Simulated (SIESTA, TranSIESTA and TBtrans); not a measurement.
System: Pt chain bridged by a linear H2 unit along the axis. Leads: straight Pt chain, spacing 2.4 Å. Geometry: 4 atoms about the centre moved by SIESTA (PBE, DZP) to a largest force of 0.04 eV/Å, all others as built, motion along the axis alone.

Computed with TranSIESTA and TBtrans, PBE, DZP numerical orbitals (energy shift 0.15 eV), PseudoDojo norm-conserving scalar-relativistic potentials, mesh cutoff 200 Ry, 300 K, spin-polarised (collinear), no spin-orbit coupling; self-consistent non-equilibrium Green functions.

Energies count from the leads' Fermi level. Transmissions are for each spin. The energy step is 0.01 eV; narrower resonances are cut or missed.

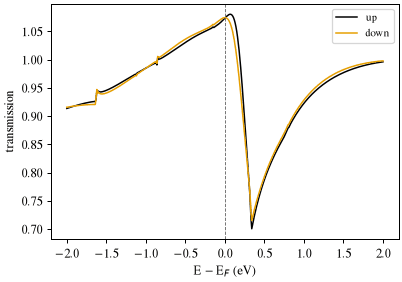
Figure. Transmission against energy

| E (eV) | T up | T down | lead channels up | down |
|---|---|---|---|---|
| -2.00 | 0.91 | 0.92 | 3 | 3 |
| -1.80 | 0.92 | 0.92 | 3 | 3 |
| -1.60 | 0.94 | 0.94 | 4 | 4 |
| -1.40 | 0.95 | 0.95 | 4 | 4 |
| -1.20 | 0.97 | 0.97 | 4 | 4 |
| -1.00 | 0.99 | 0.98 | band edge | band edge |
| -0.80 | 1.00 | 1.01 | 6 | 6 |
| -0.60 | 1.02 | 1.03 | 6 | 6 |
| -0.40 | 1.04 | 1.04 | 6 | 6 |
| -0.20 | 1.05 | 1.06 | 4 | 4 |
| 0.00 | 1.07 | 1.07 | 4 | 4 |
| 0.20 | 0.99 | 0.94 | 4 | 4 |
| 0.40 | 0.74 | 0.75 | 3 | 3 |
| 0.60 | 0.82 | 0.83 | 3 | 3 |
| 0.80 | 0.88 | 0.88 | 1 | 1 |
| 1.00 | 0.92 | 0.93 | 1 | 1 |
| 1.20 | 0.95 | 0.96 | 1 | 1 |
| 1.40 | 0.97 | 0.98 | 1 | 1 |
| 1.60 | 0.98 | 0.99 | 1 | 1 |
| 1.80 | 0.99 | 0.99 | 1 | 1 |
| 2.00 | 1.00 | 1.00 | 1 | 1 |

A magnetic start was tried, and the separate lead runs end without a moment. The straight chain is held at its spacing; free chains may zigzag or dimerise. Spin-orbit coupling, left out here, matters for the heavy atoms.
